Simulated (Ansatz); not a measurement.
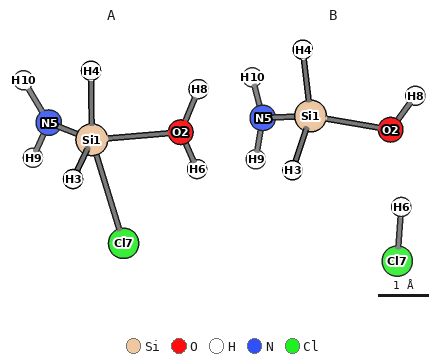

Two geometries of SiNH₆OCl (started from a transition state, displaced along its imaginary mode), drawn at one scale. One is the start of a relaxation, the other its converged end. The picture is a ball-and-stick view, seen from a free direction.

These are results of Ansatz, RKS PBE0-D4/def2-TZVP, not measurements. Set-up: force threshold 0.005 eV/Å; at most 200 steps.

> Which of the two is the end point?

Structure B is the relaxed one. The energy falls by 18.7 kcal/mol in 38 accepted moves (46 points after the start). The largest force component goes from 0.92 to 0.0037 eV/Å. The line search rejected the trial steps at points 4, 18, 21, 27, 30, 32, 44, 45 of the run. Cl7 moves most after the best rigid fit: 1.26 Å. Largest moves by element: Cl 1.26 Å, H 0.86 Å, Si 0.53 Å, N 0.29 Å, O 0.29 Å. Near-neighbour distances that change, for instance: Si1–Cl7 2.424 → 3.883 Å, H6–Cl7 2.141 → 1.306 Å, O2–H6 1.003 → 1.806 Å, Si1–O2 1.827 → 1.672 Å. New bonds form, among them: H6–Cl7 (2.14 → 1.31 Å). Bonds break, among them: O2–H6 (1.00 → 1.81 Å), Si1–Cl7 (2.42 → 3.88 Å). Bond angles that change, for instance: H3–Si1–N5 130.1° → 110.1°, O2–Si1–H4 88.4° → 108.3°, H3–Si1–H4 101.0° → 114.2°. The run took 100 s on 4 threads of Arm Neoverse V2, on a shared host.
